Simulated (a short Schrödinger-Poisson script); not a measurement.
Structure: symmetric double-gate stack, SiO2 on p-type Si(110), at 300 K.

```csv
layer,material,thickness (nm),Na (cm⁻³)
1,SiO2,2.6,-
2,Si,20,8e17
3,SiO2,2.6,-
```

Constants are typed, rounded textbook-type inputs, not results; the design itself was drawn at random and stands for no fabricated device. SiO2: permittivity 3.9, conduction-band edge (eV) 3.15, gap (eV) 9, electron mass (mₑ) 0.5. Si: permittivity 11.7, conduction-band edge (eV) 0, gap (eV) 1.124, Nv at 300 K (cm⁻³) 3.1e19.

Channel valleys (confinement mass, in-plane density-of-states mass, number): Δ4 0.315, 0.324, 4; Δ2 0.19, 0.417, 2. At the gates, both at one voltage, the conduction-band edge of layer 1 lies 3.39 eV − eVg above the Fermi level of the channel. Gaps are held at their typed values at every temperature. Mesh 0.03 nm at interfaces.

Solved with a short Schrödinger-Poisson script written for these runs: 1D Poisson equation in equilibrium, electrons quantum, Hartree (BenDaniel-Duke, 12 states a valley, the channel's in-plane mass for all, wave functions free to enter the dielectric), parabolic valleys, classical holes, full ionisation, no traps, pinning or gate leakage.

Only gate voltages with over 1e8 electrons/cm² are shown.

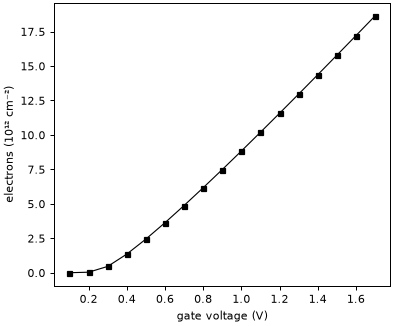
Sheet density against gate voltage

| Vg (V) | electrons (cm⁻²) | C (μF/cm²) | Δ4 E0 (meV) | Δ4 E1 (meV) | Δ2 E0 (meV) | Δ2 E1 (meV) |
|---|---|---|---|---|---|---|
| 0.1 | 8.75e8 | 0.00551 | 285.8 | 287.1 | 290.2 | 294.9 |
| 0.2 | 3.72e10 | 0.208 | 188.9 | 190.1 | 193.3 | 198.0 |
| 0.3 | 4.57e11 | 1.16 | 123.4 | 124.1 | 129.1 | 132.5 |
| 0.4 | 1.35e12 | 1.63 | 93.9 | 94.2 | 101.7 | 103.8 |
| 0.5 | 2.44e12 | 1.84 | 77.0 | 77.1 | 86.8 | 88.0 |
| 0.6 | 3.63e12 | 1.96 | 65.2 | 65.3 | 76.7 | 77.4 |
| 0.7 | 4.88e12 | 2.04 | 56.3 | 56.3 | 69.1 | 69.6 |
| 0.8 | 6.16e12 | 2.09 | 49.1 | 49.1 | 63.1 | 63.4 |
| 0.9 | 7.48e12 | 2.14 | 43.0 | 43.0 | 58.1 | 58.4 |
| 1 | 8.83e12 | 2.17 | 37.7 | 37.7 | 53.8 | 54.0 |
| 1.1 | 1.02e13 | 2.20 | 33.1 | 33.1 | 50.1 | 50.3 |
| 1.2 | 1.16e13 | 2.22 | 29.0 | 29.0 | 46.8 | 46.9 |
| 1.3 | 1.30e13 | 2.24 | 25.2 | 25.2 | 43.8 | 43.9 |
| 1.4 | 1.44e13 | 2.26 | 21.7 | 21.7 | 41.1 | 41.2 |
| 1.5 | 1.58e13 | 2.27 | 18.5 | 18.5 | 38.6 | 38.7 |
| 1.6 | 1.72e13 | 2.29 | 15.6 | 15.6 | 36.3 | 36.4 |
| 1.7 | 1.86e13 | 2.30 | 12.7 | 12.7 | 34.1 | 34.2 |

Subbands count from the Fermi level. The capacitance is that of both gates.
